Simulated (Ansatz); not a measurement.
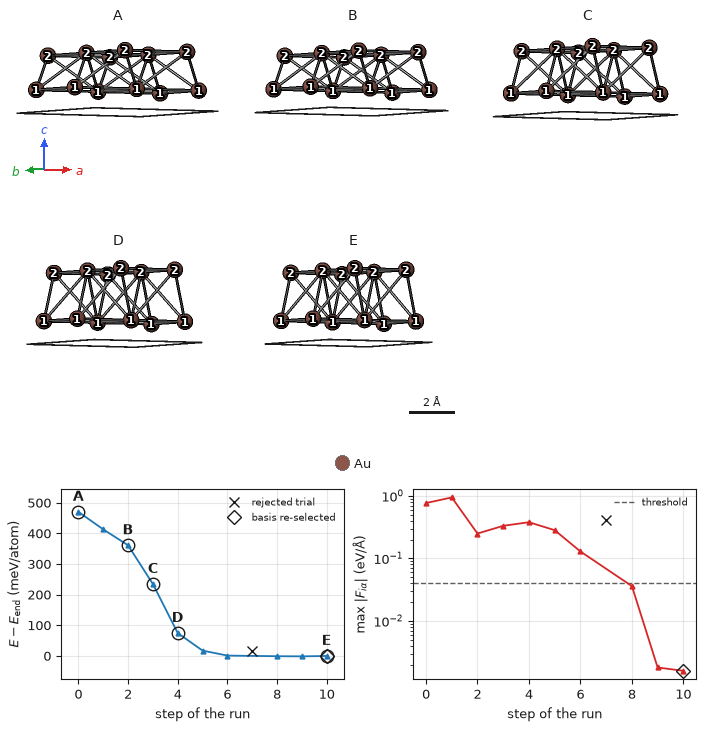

Frames of a relaxation of a free-standing layer of Au (a generated structure, set up in P4/nmm) (coarse preliminary run), marked on the history of the run. Style: ball-and-stick. Shown: the 2 × 2 repeat of the cell, outlined in the plane, without the vacuum, from a free direction.

Computed with Ansatz, DFT PBE, scalar-relativistic, plane waves, PAW. (plane-wave cutoff 420 eV; k-point mesh 6 × 6 × 1; occupations gaussian; smearing width 0.1 eV; no spin polarisation; cell and atoms relaxed; force threshold 0.04 eV/Å; at most 70 steps)

**Describe the path.**

The largest moves relative to the cell and the layer's centre, 0.30 Å, are those of Au1 and Au2. Au1 goes along the normal (−c). In the plane the drawn cell goes a 6.629 → 5.501 Å (−17.0 %), b 6.629 → 5.501 Å (−17.0 %). Among the contacts that change: Au1–Au1 3.315 → 2.751 Å, Au1–Au2 2.870 → 2.986 Å. After 8 accepted moves (10 points after the start) the energy has fallen by 471 meV per atom. The largest force component goes from 0.77 to 0.0016 eV/Å. The line search rejected the trial step at point 7 of the run. The SCF was repeated once at an unchanged geometry on a basis and grid sized afresh for the cell, which shifted the energy by 1.2 meV per atom at most. The program noted that it reset the height of the cell. From step 0 to 2: Au atoms move most (0.02 Å), energy −109 meV per atom. From step 2 to 3: Au atoms move most (0.20 Å), energy −126 meV per atom. From step 3 to 4: Au atoms move most (0.13 Å), energy −160 meV per atom. From step 4 to 10: energy −74.8 meV per atom.

| step | E − E(0), meV/atom | largest force component, eV/Å | note |
| --- | --- | --- | --- |
| 0 | 0.00 | 0.7661 |  |
| 1 | -57.11 | 0.9434 |  |
| 2 | -109.27 | 0.2494 |  |
| 3 | -235.68 | 0.3314 |  |
| 4 | -395.75 | 0.3786 |  |
| 5 | -452.99 | 0.2823 |  |
| 6 | -469.27 | 0.1288 |  |
| 7 | -453.05 | 0.4172 | rejected |
| 8 | -471.35 | 0.0360 |  |
| 9 | -471.78 | 0.0018 |  |
| 10 | -470.55 | 0.0016 | same geometry, new basis |
